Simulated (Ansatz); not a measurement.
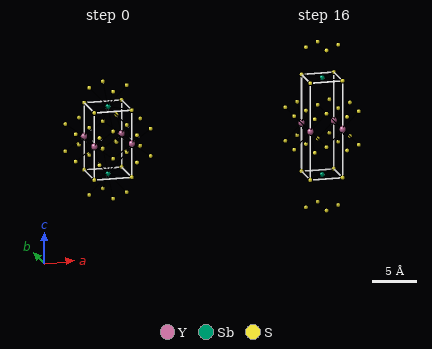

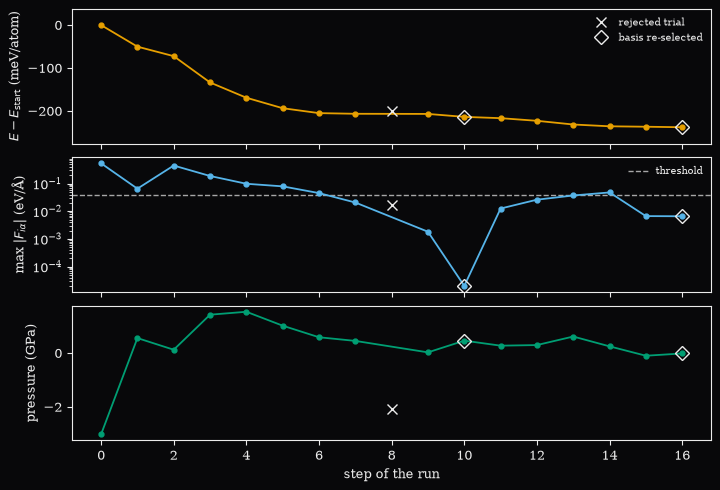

First and last geometry of a relaxation of a crystal of YSbS₅ (a generated structure, set up in P4/mmm) (coarse preliminary run), with the history of the run. Style: ball-and-stick. Shown: the cell of the calculation, from a free direction.

Computed with DFT PBE, scalar-relativistic, plane waves, PAW (Ansatz 0.2.0).

The input:
```yaml
crystal:
  lattice:
    - [4.45566924, 0.0, 0.0]
    - [0.0, 4.45566924, 0.0]
    - [0.0, 0.0, 8.00287527]
  atoms:
    - { symbol: "Y", position: [0.0, 0.0, 0.5] }
    - { symbol: Sb, position: [0.5, 0.5, 0.0] }
    - { symbol: S, position: [0.0, 0.0, 0.0] }
    - { symbol: S, position: [0.5, 0.0, 0.70299399] }
    - { symbol: S, position: [0.0, 0.5, 0.70299399] }
    - { symbol: S, position: [0.5, 0.0, 0.29700601] }
    - { symbol: S, position: [0.0, 0.5, 0.29700601] }
basis:
  ecutwfc: 420
kpoints:
  mp_grid: { grid: [4, 4, 2] }
hamiltonian:
  xc: pbe
scf:
  occupations: { method: gaussian, width: 0.1 }
  lower_state_search: "off"
output:
  forces: true
  stress: true
  eigenvalues: true
relax:
  adjacent_minimum: "off"
  f_tol: 0.04
  max_steps: 70
  cell: { stress_tol: 0.4 }
```

Command:
```bash
ansatz run input.yaml --threads 1 --pin off --max-ram 2048MiB --backend cpu --events-out ev --progress --plain --runs-dir out
```

Question: Read the history and describe the run.

Answer: It converged. After 13 accepted moves (16 points after the start) the energy has fallen by 238 meV per atom. The largest force component goes from 0.54 to 0.0066 eV/Å. The pressure goes from −3.02 to −0.01 GPa. The line search rejected the trial step at point 8 of the run. The SCF was repeated twice at an unchanged geometry on a basis and grid sized afresh for the cell, which shifted the energy by 6.8 meV per atom at most. The largest moves relative to the cell, 0.34 Å, are those of S4, S5, S6 and S7. S6 goes along +c. Sb and Y stay in place. Cell: a = b 4.456 → 3.838 Å (−13.9 %), c 8.003 → 11.542 Å (+44.2 %). Volume +7.0 %. Near-neighbour distances that change, for instance: Sb2–S4 3.258 → 4.231 Å, S4–S5 3.151 → 2.714 Å, Sb2–S3 3.151 → 2.714 Å, Y1–S4 2.757 → 2.772 Å. Among the angles between lasting bonds that change: Y1–S4–Y1 107.8° → 87.6°. The space group stays P4/mmm (No. 123). The run took 88 s on 1 thread of Intel(R) Xeon(R) Platinum 8259CL CPU @ 2.50GHz (Skylake/Cascade Lake), with other jobs on the host, peak memory 0.51 GiB.

```
step  E − E(0), meV/atom  largest force component, eV/Å  pressure, GPa  volume, Å³/atom                      note
   0                0.00                         0.5392          -3.02           22.697                          
   1              -50.15                         0.0652           0.56           20.834                          
   2              -72.30                         0.4485           0.13           20.729                          
   3             -133.55                         0.1879           1.43           20.227                          
   4             -169.04                         0.0984           1.54           20.223                          
   5             -193.43                         0.0793           1.02           20.629                          
   6             -204.89                         0.0452           0.59           21.238                          
   7             -206.41                         0.0207           0.45           21.443                          
   8             -200.44                         0.0167          -2.09           22.540                  rejected
   9             -206.76                         0.0018           0.03           21.602                          
  10             -213.61                         0.0000           0.46           21.602  same geometry, new basis
  11             -216.62                         0.0125           0.28           21.939                          
  12             -222.75                         0.0261           0.30           22.366                          
  13             -231.38                         0.0371           0.62           22.933                          
  14             -235.53                         0.0478           0.25           23.648                          
  15             -236.54                         0.0067          -0.10           24.284                          
  16             -237.73                         0.0066          -0.01           24.284  same geometry, new basis
```

Limits of the set-up: the k-point mesh is coarse for a cell with partly filled bands.
